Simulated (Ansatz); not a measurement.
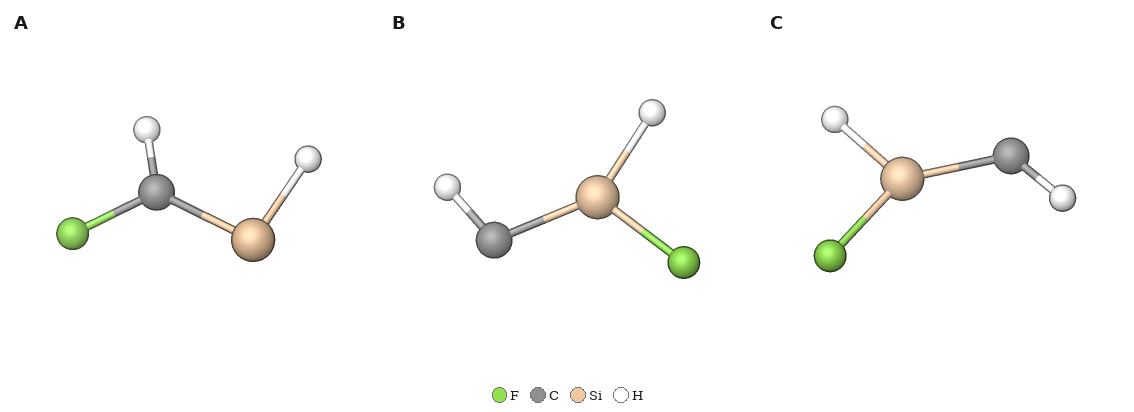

3 stationary structures of one formula. The species has charge −1 and is a spin singlet. Geometries: PBE-D4/def2-SVPD. Electronic energies: PBE-D4/def2-SVPD (Ansatz 0.2.0), without zero-point energy. No frequency run is at hand to confirm each as a minimum.

Which structure is the most stable?

Answer. C is lowest (Cs); B lies 0.179 eV above it (Cs), A lies 0.491 eV above it (Cs).
